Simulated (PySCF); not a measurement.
# C5H10O2 (SMILES CC(C)CC(=O)O) at 3 levels

We compute a comparison of 3 runs (B3LYP/6-31G*, M06-2X/6-31G*, wB97X/6-31G*) of C5H10O2. Input form: a Python script.

The calculation is run with PySCF 2.14.0.

## Step 1: The system as given

C5H10O2: 17 atoms, total charge 0, spin state singlet. As SMILES, `CC(C)CC(=O)O`. The C1–C2 distance was set to 3.345 Å, away from the relaxed value. At this shape a bond of the SMILES string is far longer than usual.

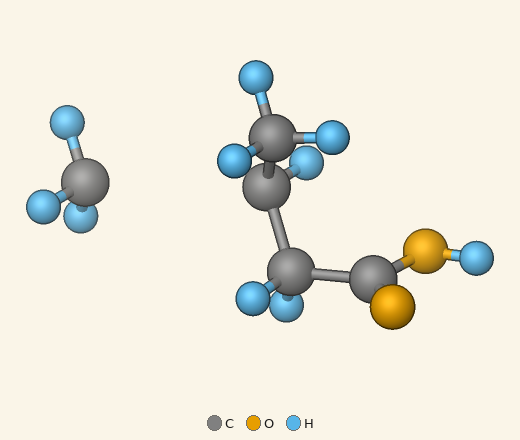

The structure, seen from a chosen angle (carbon grey, oxygen amber, hydrogen blue).

## Step 2: A single-point energy at B3LYP/6-31G(d) (spherical functions) (run 1)

The input, geometry.xyz:

```xyz
17

C     -0.605567    -2.871066    -2.410223
C      0.267210    -0.511870    -0.204740
C      1.205350     0.507650    -0.833160
C     -0.987490     0.161940     0.358900
C     -0.690550     1.195720     1.403390
O     -0.963110     2.363600     1.337770
O     -0.056820     0.667260     2.468760
H     -1.254917    -3.623976    -1.956293
H      0.276203    -3.381326    -2.804963
H     -1.141927    -2.432446    -3.257433
H      0.787420    -0.992880     0.630470
H      1.523410     1.266940    -0.114480
H      0.716600     1.023940    -1.665030
H      2.102620     0.020750    -1.222130
H     -1.546440     0.657370    -0.437100
H     -1.634650    -0.596700     0.810720
H      0.098450     1.397770     3.083600
```

The input, run.py:

```python
from pyscf import gto, dft

system = gto.M(
    atom='geometry.xyz',
    verbose=3,
    max_memory=1860,
    charge=0,
    basis='6-31g*',
)

myscf = dft.RKS(system)
myscf.xc = 'b3lyp'
myscf.grids.level = 5
myscf.conv_tol = 1e-10
myscf.kernel()
if not myscf.converged:
    myscf = myscf.newton().run(myscf.mo_coeff, myscf.mo_occ)

etot = myscf.e_tot
print('E = %.10f Eh' % etot)
```

The run is started by

```bash
$ OMP_NUM_THREADS=1 python run.py
```

The program printed:

```text
converged SCF energy = -346.821072848852
E = -346.8210728489 Eh
```

It took 53 s on 1 thread of Intel Xeon at 2.70GHz, shared host; peak memory 0.68 GiB.

## Step 3: A single-point energy at M06-2X/6-31G(d) (spherical functions) (run 2)

The input, input.py:

```python
from pyscf import gto, dft

molecule = gto.Mole()
molecule.atom = '''
C     -1.144356    -5.425528    -4.554661
C      0.504954    -0.967294    -0.386903
C      2.277781     0.959319    -1.574444
C     -1.866086     0.306022     0.678223
C     -1.304950     2.259583     2.652023
O     -1.820014     4.466557     2.528019
O     -0.107374     1.260939     4.665280
H     -2.371449    -6.848322    -3.696858
H      0.521948    -6.389780    -5.300612
H     -2.157929    -4.596657    -6.155656
H      1.488008    -1.876271     1.191416
H      2.878828     2.394170    -0.216336
H      1.354178     1.934966    -3.146451
H      3.973376     0.039212    -2.309491
H     -2.922348     1.242249    -0.825999
H     -3.089041    -1.127600     1.532039
H      0.186044     2.641402     5.827159
'''
molecule.verbose = 3
molecule.max_memory = 1860
molecule.unit = 'bohr'
molecule.basis = '6-31g*'
molecule.build()

mf = dft.RKS(molecule)
mf.xc = 'm06-2x'
mf.grids.level = 5
mf.conv_tol = 1e-10
mf.kernel()
if not mf.converged:
    mf = mf.newton().run(mf.mo_coeff, mf.mo_occ)

energy = mf.e_tot
print(f'total energy: {energy:.8f} hartree')
```

The run is started by

```bash
$ OMP_NUM_THREADS=1 python input.py
```

The program printed:

```text
converged SCF energy = -346.636156634661
total energy: -346.63615663 hartree
```

Run time: 82 s. Hardware: 1 thread of Intel Xeon at 2.70GHz, shared host; peak memory 0.73 GiB.

## Step 4: A single-point energy at wB97X/6-31G(d) (spherical functions) (run 3)

The input, job.py:

```python
from pyscf import gto, dft

system = gto.M(
    atom='''
C   -0.605567  -2.871066  -2.410223
C    0.267210  -0.511870  -0.204740
C    1.205350   0.507650  -0.833160
C   -0.987490   0.161940   0.358900
C   -0.690550   1.195720   1.403390
O   -0.963110   2.363600   1.337770
O   -0.056820   0.667260   2.468760
H   -1.254917  -3.623976  -1.956293
H    0.276203  -3.381326  -2.804963
H   -1.141927  -2.432446  -3.257433
H    0.787420  -0.992880   0.630470
H    1.523410   1.266940  -0.114480
H    0.716600   1.023940  -1.665030
H    2.102620   0.020750  -1.222130
H   -1.546440   0.657370  -0.437100
H   -1.634650  -0.596700   0.810720
H    0.098450   1.397770   3.083600
''',
    max_memory=1860,
    charge=0,
    verbose=3,
    basis='6-31g*',
    spin=0,
)

calc0 = dft.RKS(system, xc='wb97x')
calc0.conv_tol = 1e-10
calc0.grids.level = 5
calc0.kernel()
if not calc0.converged:
    calc0 = calc0.newton().run(calc0.mo_coeff, calc0.mo_occ)

e_tot = calc0.e_tot
print('E(%s) = %.9f' % ('WB97X', e_tot))
```

The run is started by

```bash
$ OMP_NUM_THREADS=1 python job.py
```

The program printed:

```text
converged SCF energy = -346.703496831971
E(WB97X) = -346.703496832
```

Wall time 83 s (1 thread of Intel Xeon at 2.70GHz, shared host); peak memory 0.68 GiB.

## Step 5: All runs side by side

```tsv
run	level	energy (Eh)	dipole moment (D)	HOMO energy (eV)	LUMO energy (eV)	wall time
1	B3LYP/6-31G* (spherical functions)	-346.821073	1.25	-5.44	-3.23	53 s
2	M06-2X/6-31G* (spherical functions)	-346.636157	1.23	-6.46	-2.47	82 s
3	wB97X/6-31G* (spherical functions)	-346.703497	1.28	-7.48	-1.34	83 s
```

## Step 6: What came out

| quantity | value |
| --- | --- |
| run 3: total energy | -346.70350 Eh |
| run 3: dipole moment | 1.28 D |
| run 3: HOMO energy | -7.48 eV |
| run 3: LUMO energy | -1.34 eV |
| run 3: HOMO–LUMO gap | 6.14 eV |

In words: The dipole moment (its size) runs from 1.23 D (M06-2X/6-31G*) to 1.28 D (wB97X/6-31G*). The HOMO–LUMO gap runs from 2.21 eV (B3LYP/6-31G*) to 6.14 eV (wB97X/6-31G*). Totals of different functionals can't be ranked against each other. In runs 1, 2, 3 a closed-shell determinant meets a far-stretched bond, which it describes badly. All runs together took 3.6 min, the longest 83 s.
